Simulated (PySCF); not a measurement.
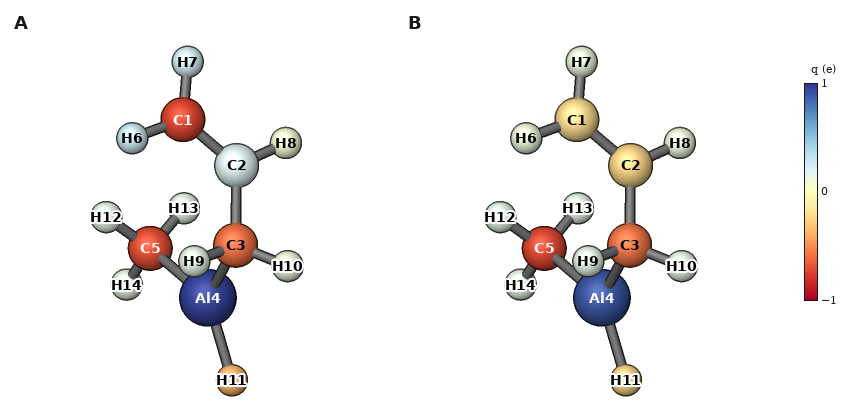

Atomic charges of one calculation by 2 schemes, on one colour scale. Computed geometry: PBE0-D3(BJ)/def2-SVP optimisation. No frequency run is at hand to confirm it as a minimum. Method: PBE0/pcSseg-1 (PySCF 2.14.0).

The schemes are ESP-fitted, Mulliken. Which panel shows which?

Answer. A ESP-fitted, B Mulliken.

List the charges (e), one line for each set of equivalent atoms.

```json
{"atom": "C1", "ESP-fitted": "−0.72", "Mulliken": "−0.20"}
{"atom": "C2", "ESP-fitted": "0.19", "Mulliken": "−0.22"}
{"atom": "C3", "ESP-fitted": "−0.58", "Mulliken": "−0.57"}
{"atom": "Al4", "ESP-fitted": "0.96", "Mulliken": "0.89"}
{"atom": "C5", "ESP-fitted": "−0.70", "Mulliken": "−0.71"}
{"atom": "H6", "ESP-fitted": "0.25", "Mulliken": "0.10"}
{"atom": "H7", "ESP-fitted": "0.22", "Mulliken": "0.12"}
{"atom": "H8", "ESP-fitted": "0.07", "Mulliken": "0.11"}
{"atom": "H9", "ESP-fitted": "0.15", "Mulliken": "0.14"}
{"atom": "H10", "ESP-fitted": "0.11", "Mulliken": "0.15"}
{"atom": "H11", "ESP-fitted": "−0.35", "Mulliken": "−0.23"}
{"atom": "H12", "ESP-fitted": "0.15", "Mulliken": "0.14"}
{"atom": "H13", "ESP-fitted": "0.14", "Mulliken": "0.14"}
{"atom": "H14", "ESP-fitted": "0.12", "Mulliken": "0.14"}
```
